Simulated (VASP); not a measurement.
Band structure of NiS2 (space group P2_1). Level of theory: PBEsol GGA, VASP's PBE PAW potentials (set 64) (plane waves; VASP).

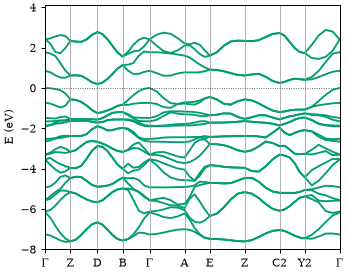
Bands along high-symmetry lines, zero at the valence-band maximum or, without a gap, the Fermi level

### Question
Read the plot: is there a gap, and where are the band edges?

### Answer
The gap is indirect, 0.13 eV, from the valence maximum at Γ to the conduction minimum at (0.17, 0.40, 0.40).

The structure comes from a computed database's NiS2 entry; how it stands against other phases isn't given here. The cell was not relaxed at this level. The run is not spin-polarised, so no magnetic state was tried.
